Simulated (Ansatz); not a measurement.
The starting structures come from a database of crystals and need not be the phases stable at ambient conditions.

 Where the default PAW files enter, the runs use the earlier of Ansatz's two default sets.

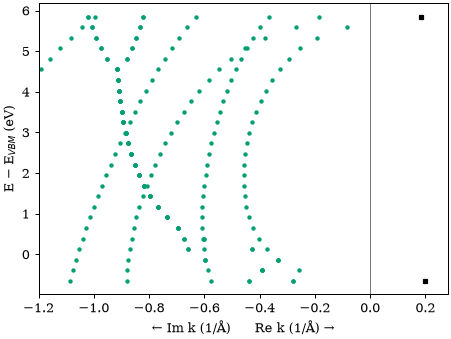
Complex bands at the centre of the two-dimensional zone; r2SCAN (Ansatz, a quantum-chemistry and plane-wave program)

No gap correction and no spin-orbit coupling; mid-gap values are interpolated between computed energies.

Q: This is BaH5ClO3 (P4/nmm, not sure to be the ambient phase, 20 atoms a cell, 11.8 Å³ an atom) along the normal of (001). Read off the slowest decay at the centre of the two-dimensional zone at 2.73 eV, the computed energy nearest the middle of the gap.

A: κ ≈ 0.45 1/Å, a decay length 1/(2κ) of the density of 1.1 Å.
